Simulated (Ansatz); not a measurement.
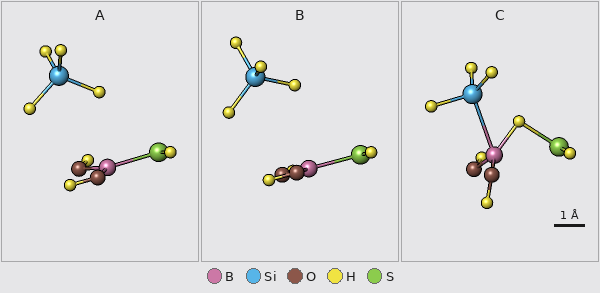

3 geometries from a converged minimum-energy path of BSiH7SO2, made up of BSiH$_{5}$O$_{2}$ and H2S, shuffled. Style: ball-and-stick. Shown face on.

Level of theory: RKS PBE0-D4/def2-SVP in Ansatz 0.2.0. Run with 7 movable images; climbing image; force threshold 0.03 eV/Å; iteration limit 60; starting path through a guess of the saddle point.

### Which frame is the top of the path?

C. In order along the path, whose images run from 0 to 8: C (image 3, +1.44 eV), A (image 5, −0.72 eV), B (image 6, −0.75 eV). Breaking: B–Si (2.04 → 3.89 Å), H–S (1.35 → 3.35 Å). Forming: B–S (3.43 → 1.83 Å), H–Si (3.47 → 1.49 Å).

Limits of the set-up: the start holds two separate molecules, 2.5 Å apart at their closest, whose relative position is a soft coordinate.
